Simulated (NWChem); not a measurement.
InNH$_{4}$: energy and gradient calculation

System: InNH$_{4}$ (InH2(NH2)), SMILES [H][In]([H])[NH2].
Method: HF/STO-3G, RHF (NWChem 7.3.0).

The geometry comes from this level: GFN2-xTB.

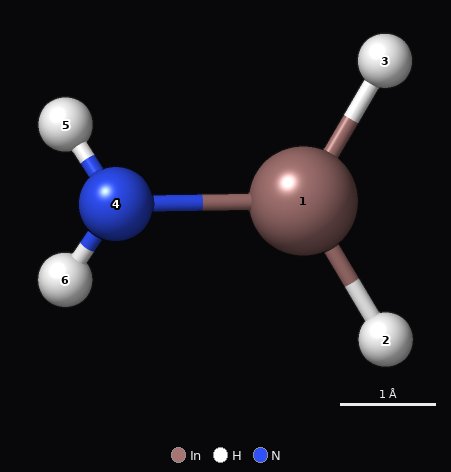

Figure 1. The structure (ball-and-stick view, seen on its broad side; atoms are numbered from 1 in the order of the input). Sticks mark near contacts.

Input file:
```
start work
memory 2200 mb
geometry units angstrom noautosym nocenter noautoz
  In       0.457130       0.753190      -0.013990
  H        2.130310       0.765100       0.331290
  H       -0.322920       2.228340      -0.378410
  N       -0.627270      -0.933080       0.227780
  H       -1.497440      -0.996590      -0.289370
  H       -0.139810      -1.816960       0.122700
end
basis spherical bse
  In library STO-3G
  H library STO-3G
  N library STO-3G
end
scf
  thresh 1e-08
  maxiter 80
  print low
end
task scf gradient
```

Run as:
```bash
nwchem work.nw > work.out
```

What the program printed:
```
Northwest Computational Chemistry Package (NWChem) 7.3.0
             --------------------------------------------------------

           Job information
           ---------------

    nwchem branch   = 7.3.0
    use scalapack   = T
    input           = work.nw
    prefix          = work.
    data base       = ./work.db
    status          = startup
    nproc           =        1

           Memory information
           ------------------

    heap     =     72089598 doubles =      550.0 Mbytes
    stack    =     72089595 doubles =      550.0 Mbytes
    global   =    144179200 doubles =     1100.0 Mbytes (distinct from heap & stack)
    total    =    288358393 doubles =     2200.0 Mbytes
    verify   = yes
    hardfail = no

           Directory information
           ---------------------

  0 permanent = .
  0 scratch   = .

                                NWChem Input Module
                                -------------------

 Scaling coordinates for geometry "geometry" by  1.889725989
 (inverse scale =  0.529177249)

                             Geometry "geometry" -> ""
                             -------------------------

 Output coordinates in angstroms (scale by  1.889725989 to convert to a.u.)

  No.       Tag          Charge          X              Y              Z
 ---- ---------------- ---------- -------------- -------------- --------------
    1 In                  49.0000     0.45713000     0.75319000    -0.01399000
    2 H                    1.0000     2.13031000     0.76510000     0.33129000
    3 H                    1.0000    -0.32292000     2.22834000    -0.37841000
    4 N                    7.0000    -0.62727000    -0.93308000     0.22778000
    5 H                    1.0000    -1.49744000    -0.99659000    -0.28937000
    6 H                    1.0000    -0.13981000    -1.81696000     0.12270000

      Atomic Mass
      -----------

      In               114.904100
      H                  1.007825
      N                 14.003070

 Effective nuclear repulsion energy (a.u.)     150.5463846087

            Nuclear Dipole moment (a.u.)
            ----------------------------
        X                 Y               Z
 ---------------- ---------------- ----------------
    34.3526106505    57.7398972797     1.3136619182

            XYZ format geometry
            -------------------
     6
 geometry
 In                    0.45713000     0.75319000    -0.01399000
 H                     2.13031000     0.76510000     0.33129000
 H                    -0.32292000     2.22834000    -0.37841000
 N                    -0.62727000    -0.93308000     0.22778000
 H                    -1.49744000    -0.99659000    -0.28937000
 H                    -0.13981000    -1.81696000     0.12270000

 ==============================================================================
                                internuclear distances
 ------------------------------------------------------------------------------
       center one      |      center two      | atomic units |  angstroms
 ------------------------------------------------------------------------------
    2 H                |   1 In               |     3.22855  |     1.70848
    3 H                |   1 In               |     3.22770  |     1.70802
    4 N                |   1 In               |     3.81607  |     2.01938
    5 H                |   4 N                |     1.91663  |     1.01424
    6 H                |   4 N                |     1.91777  |     1.01484
 ------------------------------------------------------------------------------
                         number of included internuclear distances:          5
 ==============================================================================

 ==============================================================================
                                 internuclear angles
 ------------------------------------------------------------------------------
        center 1       |       center 2       |       center 3       |  degrees
 ------------------------------------------------------------------------------
    2 H                |   1 In               |   3 H                |   118.97
    2 H                |   1 In               |   4 N                |   120.50
    3 H                |   1 In               |   4 N                |   120.10
    1 In               |   4 N                |   5 H                |   116.87
    1 In               |   4 N                |   6 H                |   117.19
    5 H                |   4 N                |   6 H                |   107.74
 ------------------------------------------------------------------------------
                            number of included internuclear angles:          6
 ==============================================================================

                      Basis "ao basis" -> "" (spherical)
                      -----
  [basis functions not shown]

 Summary of "ao basis" -> "" (spherical)
 ------------------------------------------------------------------------------
       Tag                 Description            Shells   Functions and Types
 ---------------- ------------------------------  ------  ---------------------
 In                          STO-3G                 11       27   5s4p2d
 H                           STO-3G                  1        1   1s
 N                           STO-3G                  3        5   2s1p

                                 NWChem SCF Module
                                 -----------------

  ao basis        = "ao basis"
  functions       =    36
  atoms           =     6
  closed shells   =    30
  open shells     =     0
  charge          =   0.00
  wavefunction    = RHF
  input vectors   = atomic
  output vectors  = ./work.movecs
  use symmetry    = F
  symmetry adapt  = F

 Forming initial guess at       0.0s

 Starting SCF solution at       0.1s

       Final RHF  results
       ------------------

         Total SCF energy =  -5738.933186307365
      One-electron energy =  -8247.574868366357
      Two-electron energy =   2358.095297450252
 Nuclear repulsion energy =    150.546384608740

        Time for solution =      2.1s

                              NWChem Gradients Module
                              -----------------------

                         RHF ENERGY GRADIENTS

    atom               coordinates                        gradient
                 x          y          z           x          y          z
   1 In      0.863850   1.423323  -0.026437    0.002385  -0.000813  -0.009804
   2 H       4.025702   1.445829   0.626047    0.030069   0.004254   0.006947
   3 H      -0.610230   4.210952  -0.715091   -0.011002   0.028543  -0.004788
   4 N      -1.185368  -1.763266   0.430442   -0.031229  -0.049628   0.002590
   5 H      -2.829751  -1.883282  -0.546830    0.008955   0.006725   0.003715
   6 H      -0.264203  -3.433557   0.231869    0.000822   0.010917   0.001340

 Task  times  cpu:        2.7s     wall:        2.7s
 Total times  cpu:        2.7s     wall:        2.7s
```

Results in brief:

- outcome: converged
- total energy: −5738.933186 hartree
- basis functions: 36
- largest force: 3.018 eV/Å
- hardware: 1 thread of AMD EPYC (Zen 5), 16 GiB of memory available, shared host
- wall time: 3.3 s
- peak memory: 0.1 GiB
